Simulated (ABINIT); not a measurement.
# Quasiparticle gap of SiO2 (P3_221) in ABINIT

Aim: the G0W0 gap of SiO2 (P3_221) on PBE, step by step.

Method: PBE and many-body steps on it, plane waves, in ABINIT 10.8.3.

## 1. Set-up

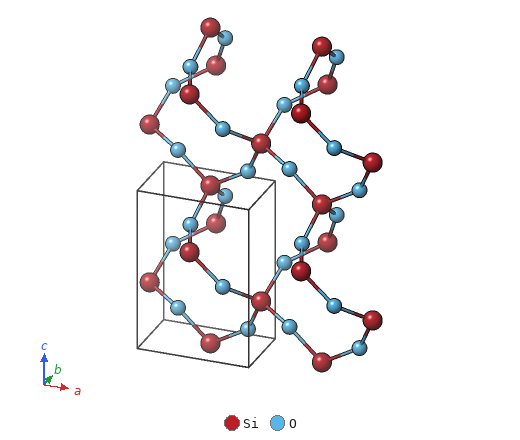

The cell as given, slightly off an axis (silicon red, oxygen blue). 2×1×2 cells are drawn. Some periodic images of atoms are drawn too.

The cell and positions come from the Crystallography Open Database and are kept as given unless a step says otherwise.

## 2. Ground state

This step: ABINIT 10.8.3; DFT, PBE, plane waves, norm-conserving pseudopotentials.

The ground-state density comes first.

run.abi

```
acell 3*1.0 Angstrom
rprim 
  4.916359999971 0.000000000007 0.000000000000
  -2.458179999991 4.257692654122 0.000000000000
  0.000000000000 0.000000000000 5.408400000000
ntypat 2
znucl 14 8
natom 9
typat 1 1 1 2 2 2 2 2 2
xred 
  0.469730000000 0.000000000000 0.666666666667
  0.000000000000 0.469730000000 0.333333333333
  0.530270000000 0.530270000000 -0.000000000000
  0.413540000000 0.267580000000 0.785580000000
  0.732420000000 0.145960000000 0.452246666667
  0.854040000000 0.586460000000 0.118913333333
  0.267580000000 0.413540000000 0.214420000000
  0.145960000000 0.732420000000 0.547753333333
  0.586460000000 0.854040000000 0.881086666667
pp_dirpath "pseudos"
pseudos "Si.upf, O.upf"
ecut 36
ngkpt 6 6 4
nshiftk 1
shiftk 0 0 0
kptopt 1
chksymbreak 0
nband 32
occopt 1
tolvrs 1e-10
nstep 60
prtwf 0
optforces 0
optstress 0
indata_prefix "in"
outdata_prefix "out"
tmpdata_prefix "tmp"
```

Command:

```bash
$ OMP_NUM_THREADS=1 mpirun -n 4 abinit run.abi > log
```

Numbers of over 12 decimals in the logs are rounded to 6 here.

What it wrote:

```text
.Version 10.8.3 of ABINIT. v10.8.2 released Aug 2026.

 Symmetries : space group P3_2 2 1 (#154); Bravais hP (primitive hexag.)
================================================================================
 Values of the parameters that define the memory need of the present run
     intxc =       0    ionmov =       0      iscf =       7    lmnmax =       6
     lnmax =       6     mgfft =      60  mpssoang =       3    mqgrid =    3001
     natom =       9  nloc_mem =       1    nspden =       1   nspinor =       1
    nsppol =       1      nsym =       6    n1xccc =    2501    ntypat =       2
    occopt =       1   xclevel =       2
-    mband =          32        mffmem =           1         mkmem =           6
       mpw =        7924          nfft =      174960          nkpt =          24
================================================================================
  Rough estimation (10% accuracy) of disk space for files :
================================================================================

--------------------------------------------------------------------------------
------------- Echo of variables that govern the present computation ------------
--------------------------------------------------------------------------------
 -outvars: echo values of preprocessed input variables --------
            acell      1.8897261259E+00  1.8897261259E+00  1.8897261259E+00 Bohr

      chksymbreak           0
             ecut      3.60000000E+01 Hartree
-          fftalg         312

              ixc     -101130
              kpt      0.00000000E+00  0.00000000E+00  0.00000000E+00
                       1.66666667E-01  0.00000000E+00  0.00000000E+00
                       3.33333333E-01  0.00000000E+00  0.00000000E+00
                       5.00000000E-01  0.00000000E+00  0.00000000E+00
                       1.66666667E-01  1.66666667E-01  0.00000000E+00
                       3.33333333E-01  1.66666667E-01  0.00000000E+00
                       3.33333333E-01  3.33333333E-01  0.00000000E+00
                       0.00000000E+00  0.00000000E+00  2.50000000E-01
                       1.66666667E-01  0.00000000E+00  2.50000000E-01
   [... 13 further rows ...]
                       3.33333333E-01  1.66666667E-01  5.00000000E-01
                       3.33333333E-01  3.33333333E-01  5.00000000E-01
         kptrlatt        6    0    0      0    6    0      0    0    4
          kptrlen      4.08815791E+01
P           mkmem           6
            natom           9
            nband          32
            ngfft          54      54      60
             nkpt          24
            nstep          60
             nsym           6
           ntypat           2
              occ      2.000000  2.000000  2.000000  2.000000  2.000000  2.000000
                       2.000000  2.000000  2.000000  2.000000  2.000000  2.000000
                       2.000000  2.000000  2.000000  2.000000  2.000000  2.000000
                       2.000000  2.000000  2.000000  2.000000  2.000000  2.000000
                       0.000000  0.000000  0.000000  0.000000  0.000000  0.000000
                       0.000000  0.000000
        optforces           0
        optstress           0
            prtwf           0
            rprim      4.9163600000E+00  7.0000000000E-12  0.0000000000E+00
[...]
spgroup         154

           tolvrs      1.00000000E-10

             xred      4.6973000000E-01  7.4014868308E-17  6.6666666667E-01
[...]
znucl       14.00000    8.00000

================================================================================

 chkinp: Checking input parameters for consistency.

================================================================================
== DATASET  1 ==================================================================
-   mpi_nproc: 4, omp_nthreads: 1 (-1 if OMP is not activated)

--- !DatasetInfo
iteration_state: {dtset: 1, }
dimensions: {natom: 9, nkpt: 24, mband: 32, nsppol: 1, nspinor: 1, nspden: 1, mpw: 7924, }
cutoff_energies: {ecut:  36.0, pawecutdg:  -1.0, }
electrons: {nelect:   4.80000000E+01, charge:   0.00000000E+00, occopt:   1.00000000E+00, tsmear:   1.00000000E-02, }

 Real(R)+Recip(G) space primitive vectors, cartesian coordinates (Bohr,Bohr^-1):
 R(1)=  9.2905739  0.0000000  0.0000000  G(1)=  0.1076360  0.0621437  0.0000000
 R(2)= -4.6452870  8.0458730  0.0000000  G(2)=  0.0000000  0.1242873  0.0000000
 R(3)=  0.0000000  0.0000000 10.2203948  G(3)=  0.0000000  0.0000000  0.0978436
 Unit cell volume ucvol=  7.6398247E+02 bohr^3
 Angles (23,13,12)=  9.00000000E+01  9.00000000E+01  1.20000000E+02 degrees

 getcut: wavevector=  0.0000  0.0000  0.0000  ngfft=  54  54  60
         ecut(hartree)=     36.000   => boxcut(ratio)=   2.15246

--- Pseudopotential description ------------------------------------------------
- Si Generated using ONCVPSP code by D. R. Hamann
- 14.00000   4.00000  171031                  znucl, zion, pspdat
12 -101130 2 -1 1510                          pspcod,pspxc,lmax,lloc,mmax
     nproj     2     2     2
  pspatm : epsatm=    9.34321561
         --- l  ekb(1:nproj) -->
[...]
pspatm: atomic psp has been read  and splines computed

- O Generated using ONCVPSP code by D. R. Hamann
-  8.00000   6.00000  171031                  znucl, zion, pspdat
12 -101130 2 -1 936                           pspcod,pspxc,lmax,lloc,mmax
     nproj     2     2     1
  pspatm : epsatm=    6.19545534
         --- l  ekb(1:nproj) -->
[...]
2   -1.331955
 pspatm: atomic psp has been read  and splines computed

   3.12971419E+03                                ecore*ucvol(ha*bohr**3)
--------------------------------------------------------------------------------

_setup2: Arith. and geom. avg. npw (full set) are    7883.438    7883.429

================================================================================

--- !BeginCycle
iteration_state: {dtset: 1, }
solver: {iscf: 7, nstep: 60, nline: 4, wfoptalg: 0, }
tolerances: {tolvrs: 1.00E-10, }

     iter   Etot(hartree)      deltaE(h)  residm     vres2
 ETOT  1  -111.70775996248    -1.117E+02 1.053E-01 1.562E+03
 ETOT  2  -111.87247782886    -1.647E-01 7.683E-03 1.280E+03
 ETOT  3  -112.35303658518    -4.806E-01 7.466E-03 5.565E+00
 ETOT  4  -112.35540970170    -2.373E-03 3.071E-03 5.078E-02
 ETOT  5  -112.35541686125    -7.160E-06 1.219E-03 3.013E-03
 ETOT  6  -112.35541705551    -1.943E-07 1.601E-03 1.820E-04
 ETOT  7  -112.35541706561    -1.009E-08 4.287E-04 2.316E-05
 ETOT  8  -112.35541706673    -1.123E-09 8.295E-04 1.619E-06
 ETOT  9  -112.35541706681    -8.100E-11 2.394E-04 5.134E-08
 ETOT 10  -112.35541706681    -2.217E-12 3.597E-04 2.169E-09
 ETOT 11  -112.35541706681     2.984E-12 1.083E-04 8.834E-11

 At SCF step   11       vres2   =  8.83E-11 < tolvrs=  1.00E-10 =>converged.

--- !ResultsGS
iteration_state: {dtset: 1, }
comment   : Summary of ground state results
lattice_vectors:
- [  9.2905739,   0.0000000,   0.0000000, ]
- [ -4.6452870,   8.0458730,   0.0000000, ]
- [  0.0000000,   0.0000000,  10.2203948, ]
lattice_lengths: [   9.29057,    9.29057,   10.22039, ]
lattice_angles: [ 90.000,  90.000, 120.000, ] # degrees, (23, 13, 12)
lattice_volume:   7.6398247E+02
convergence: {deltae:  2.984E-12, res2:  8.834E-11, residm:  1.083E-04, diffor:  0.000E+00, }
etotal    :  -1.12355417E+02
entropy   :   0.00000000E+00
fermie    :   7.22210299E-03
cartesian_stress_tensor: null
pressure_GPa: null
xred      :
- [  4.6973E-01,   7.4015E-17,   6.6667E-01, Si]
- [  1.6639E-18,   4.6973E-01,   3.3333E-01, Si]
- [  5.3027E-01,   5.3027E-01,   9.2519E-18, Si]
- [  4.1354E-01,   2.6758E-01,   7.8558E-01,  O]
- [  7.3242E-01,   1.4596E-01,   4.5225E-01,  O]
- [  8.5404E-01,   5.8646E-01,   1.1891E-01,  O]
- [  2.6758E-01,   4.1354E-01,   2.1442E-01,  O]
- [  1.4596E-01,   7.3242E-01,   5.4775E-01,  O]
- [  5.8646E-01,   8.5404E-01,   8.8109E-01,  O]
cartesian_forces: null
force_length_stats: {min: null, max: null, mean: null, }

 Integrated electronic density in atomic spheres:
 ------------------------------------------------
 Atom  Sphere_radius  Integrated_density
[...]
================================================================================

 ----iterations are completed or convergence reached----

 Mean square residual over all n,k,spin=   71.552E-08; max=  10.826E-05
 reduced coordinates (array xred) for    9 atoms
[...]
0.732420000000      0.145960000000      0.452246666667
       0.854040000000      0.586460000000      0.118913333333
       0.267580000000      0.413540000000      0.214420000000
       0.145960000000      0.732420000000      0.547753333333
       0.586460000000      0.854040000000      0.881086666667
 rms dE/dt=  0.0000E+00; max dE/dt=  0.0000E+00; dE/dt below (all hartree)
    1       0.000000000000      0.000000000000      0.000000000000
    2       0.000000000000      0.000000000000      0.000000000000
    3       0.000000000000      0.000000000000      0.000000000000
    4       0.000000000000      0.000000000000      0.000000000000
    5       0.000000000000      0.000000000000      0.000000000000
    6       0.000000000000      0.000000000000      0.000000000000
    7       0.000000000000      0.000000000000      0.000000000000
    8       0.000000000000      0.000000000000      0.000000000000
    9       0.000000000000      0.000000000000      0.000000000000

 cartesian coordinates (angstrom) at end:
    1      2.309362     3.29e-12     3.605600
[...]
5      3.242044     0.621453     2.445931
    6      2.757144     2.496966     0.643131
    7      0.298964     1.760726     1.159669
    8     -1.082828     3.118419     2.962469
    9      0.783864     3.636240     4.765269
 length scales=  1.889726125908  1.889726125908  1.889726125908 bohr
              =  1.000000000000  1.000000000000  1.000000000000 angstroms
 prteigrs : about to open file out_EIG
 Fermi (or HOMO) energy (hartree) =   0.00722   Average Vxc (hartree)=  -0.33657
 Eigenvalues (hartree) for nkpt=  24  k points:
 kpt#   1, nband= 32, wtk=  0.00694, kpt=  0.0000  0.0000  0.0000 (reduced coord)
  -0.70406   -0.64788   -0.64788   -0.62422   -0.62303   -0.62303   -0.29529   -0.29529
  -0.19193   -0.19157   -0.18494   -0.18494   -0.10033   -0.10033   -0.09177   -0.08242
  -0.04761   -0.04761   -0.04668   -0.02946   -0.02946   -0.01788   -0.00436   -0.00436
   0.22885    0.35003    0.35003    0.36678    0.36678    0.41224    0.43553    0.45741
 prteigrs : prtvol=0 or 1, do not print more k-points.

--- !EnergyTerms
iteration_state     : {dtset: 1, }
comment             : Components of total free energy in Hartree
kinetic             :  7.35478190632645E+01
hartree             :  3.87035673064576E+01
xc                  : -3.03774863934743E+01
Ewald energy        : -6.94671569356594E+01
psp_core            :  4.09657855812079E+00
local_psp           : -1.13976247789052E+02
non_local_psp       : -1.48824908764666E+01
total_energy        : -1.12355417066810E+02
total_energy_eV     : -3.05734665063324E+03
band_energy         : -1.16529758247706E+01

== END DATASET(S) ==============================================================
================================================================================

 -outvars: echo values of variables after computation  --------
           etotal     -1.1235541707E+02
            nband          32
             nkpt          24
          spgroup         154
 [... the other variables as echoed above ...]

 Calculation completed.
```

Run time: 72 s. Hardware: 4 MPI ranks of Arm Neoverse V2, shared host; peak memory 0.48 GiB; 4.8 min of CPU time.

This step gave:

```yaml
total_energy: -3057.3467 eV
gap: 6.031 eV
k_of_the_valence_top: 0.3333, 0.3333, 0
k_of_the_conduction_bottom: 0, 0, 0
least_direct_gap: 6.346 eV
```

The gap is indirect, with the least direct gap 0.32 eV higher.

[end of part 1 of 3]

[Paths, hosts, dates, memory and timing lines, banners, echoed tables and standing remarks are left out of the program output.]

[Logs are printed without paths, hosts, clocks, repeated set-up lines and the standing remarks that a program may print on its own settings, such as how far it seeks lower states.]

[Runs of the session that timed out or met a known fault of the program may be left out.]

[Hosts, paths, dates, database ids (printed as entryN), source tags and the programs' standing remarks are cut or masked in the printed files.]

[G0W0 gaps are taken among the corrected bands and points alone; a level outside them can change the order at an edge.]

[Where Ansatz stands beside ABINIT at settings called matched, ABINIT's density can come from a denser mesh and the files from another edition; pairs whose starting gaps differed by over 0.03 eV were left out, so agreement reads better than it is.]
